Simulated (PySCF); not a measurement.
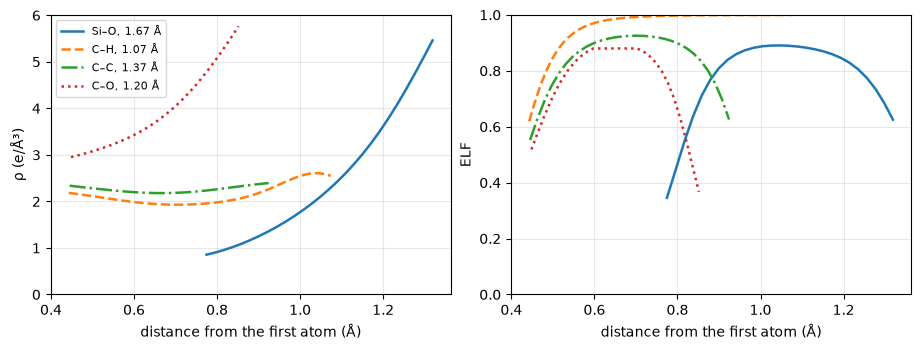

Figure 1: C4H4O3Si (SMILES O=c1cc(O[SiH3])c1=O). Electron density and electron localisation function along straight lines between neighbouring atoms. The curves leave out the atomic cores.

Geometry: GFN2-xTB.

Theory: CAM-B3LYP/def2-SVPD, SCF density, gas phase (PySCF).

Input file:

```
{"job": {"kind": "uv", "xc": "CAM-B3LYP", "basis": "def2-SVPD", "nstates": 8, "ntriplets": 3}, "charge": 0, "multiplicity": 1}
O      3.490326     0.048269     0.112608
C      2.312747    -0.014822    -0.082167
C      1.428807    -0.359293    -1.209760
C      0.284639    -0.144479    -0.488846
O     -0.987895    -0.219841    -0.716737
Si    -2.242471     0.095620     0.346874
C      1.032320     0.231749     0.747734
O      0.688927     0.561745     1.846523
H      1.620928    -0.662916    -2.221484
H     -2.158404     1.488654     0.765277
H     -2.149814    -0.836072     1.463133
H     -3.318911    -0.189299    -0.589180
```

Launched as:

```sh
OMP_NUM_THREADS=1 python probes_run.py task.json out
```

What kind of bonding do the profiles show?

Si–O (1.67 Å): ρ is about 1 e/Å³ halfway; the ELF peaks at about 0.90 between the atoms; a polar covalent bond.
C–H (1.07 Å): the density is about 2.1 e/Å³ at the midpoint; the ELF climbs to about 1 towards the hydrogen, as it does in any bond to H (a covalent bond by its length).
C–C (1.37 Å): the density is about 2.2 e/Å³ at the midpoint; the ELF peaks at about 0.95 between the atoms, as expected for localised, covalent bonding.
C–O (1.20 Å): ρ at the midpoint is about 3.4 e/Å³; the ELF peaks at about 0.90 between the atoms: a short, multiple covalent bond.
